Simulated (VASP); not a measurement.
Band structure of SrCl$_{2}$ (fluorite). Method: r2SCAN meta-GGA with spin-orbit coupling, VASP's PBE PAW potentials (set 64) (plane waves; VASP).

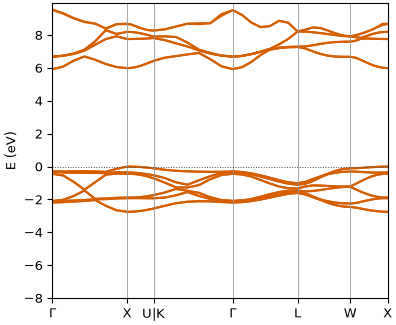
Figure: Bands along high-symmetry lines, zero at the valence-band maximum or, without a gap, the Fermi level

Q: Read the plot: is there a gap, and where are the band edges?

A: The gap is indirect, 5.93 eV, from the valence maximum at X to the conduction minimum at Γ.

Measured: gap 7.50 eV (computed value off by -1.57 eV), as given by Andrés Aguado et al., Journal of the Physical Society of Japan (1999), arXiv:cond-mat/9901145.

The compound is SrCl2 in the fluorite structure. It was relaxed first.
